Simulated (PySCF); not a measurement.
**C$_{4}$H$_{9}$FOSi: density, localisation and related maps**

```xyz
16

C    -2.0189   -1.0874    0.6652
C    -0.9079   -0.1418    0.3320
C     0.3552   -0.5361    0.1985
O     1.3568    0.3081   -0.1229
Si    2.9770    0.1574   -0.0606
C    -1.2935    1.2990    0.1545
F    -2.0016    1.7570    1.2468
H    -1.6384   -2.0900    0.8363
H    -2.7436   -1.1178   -0.1482
H    -2.5385   -0.7447    1.5590
H     0.6298   -1.5769    0.3229
H     3.4305    0.0396    1.3263
H     3.3415    1.4095   -0.7017
H     3.4094   -1.0322   -0.7983
H    -0.4100    1.9347    0.0554
H    -1.9553    1.4305   -0.7107
```

Geometry: GFN2-xTB.

Method: PySCF 2.14.0, PBE0/def2-SVPD, SCF density, gas phase.

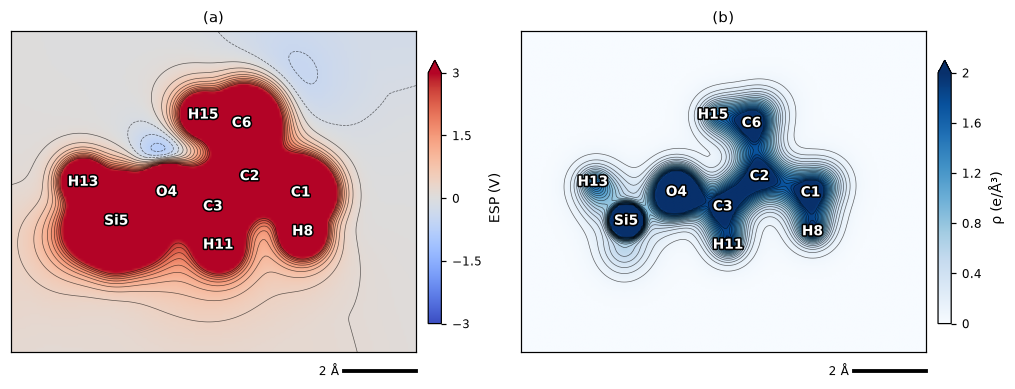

Figure 1. (a) electrostatic potential; (b) electron density on the plane of atoms C2, C1 and H8.

### What does the map show?

Atoms in the plane: C, O, Si and H. C–C (1.33 Å): the density is about 2.3 e/Å³ at the midpoint. C–O (1.35 Å): ρ is about 2.3 e/Å³ halfway, with its minimum of 1.9 e/Å³ about 0.5 Å from C. Si–O (1.63 Å): ρ at the midpoint is about 1.1 e/Å³. C–H (1.08 Å): ρ is about 2 e/Å³ halfway. C–C (1.50 Å): ρ is about 1.7 e/Å³ halfway. Outside the dense part of the molecule the potential is most negative (−0.8 V) near O4.

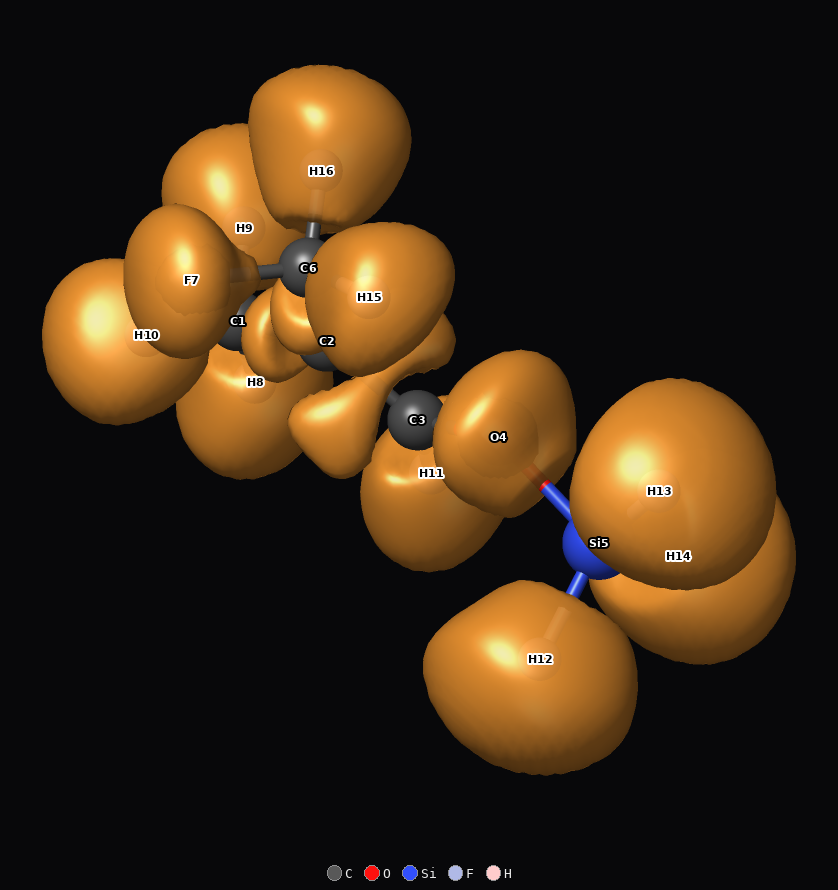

Figure 2. Isosurface of the electron localisation function at 0.75 (orange), seen at an oblique angle. Core shells and regions of very low density are left out.

### What do the ELF domains correspond to?

The surface consists of three regions between bonded C–C atoms (shared pairs), nine regions around hydrogen nuclei, one region on F in which the atom's valence shell and bonds are merged and one region on O in which the atom's valence shell and bonds are merged.


C–C (1.33 Å): the ELF peaks at about 0.95 between the atoms (a short, multiple covalent bond). C–O (1.35 Å): the ELF peaks at about 0.90 between the atoms: a shared but strongly polarised pair.

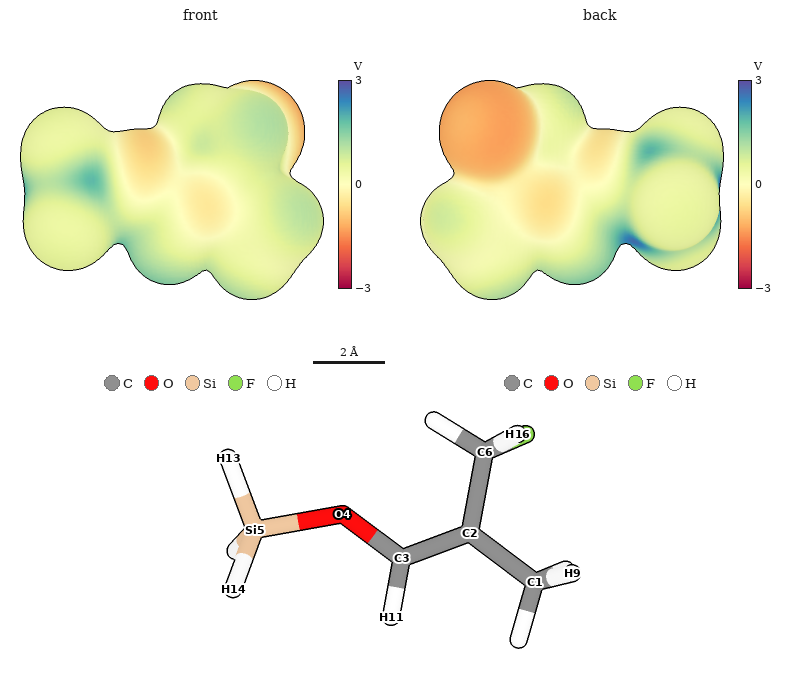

Figure 3. The electrostatic potential painted on the density surface at 0.004 e/bohr³, seen from the front and from behind; red is negative and blue positive. The bare structure is drawn below in the same view.

### Which sites attract a positive test charge, and which a negative one?

A positive charge is drawn to the negative regions and a negative charge to the positive ones. The most negative region (about −1.3 V) lies over F7, the most positive (about +2.7 V) over Si5.
